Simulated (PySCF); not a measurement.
SMILES [GeH2][SiH3], doublet at its PBE0/def2-SVP optimised geometry (Å):

```
7

Si    -0.5092    -0.3672     0.0000
Ge    -1.4184    -1.4848    -1.8892
H     -0.9886    -1.0480     1.2405
H     -0.9885     1.0480     0.0000
H      0.9886    -0.3672     0.0000
H     -1.0847    -2.9913    -1.9584
H     -1.0795    -0.8228    -3.2429
```

Method: PySCF 2.14.0 with unrestricted PBE0/def2-TZVP.

Map of the HOMO−1 amplitude (α) (bohr^(-3/2)) on the plane z = 1.0 Å; orbital energy -8.66 eV, overall sign arbitrary:

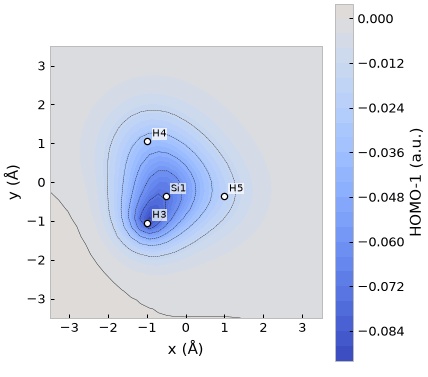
HOMO−1 amplitude (α) (bohr^(-3/2)) on the plane z = 1.0 Å.
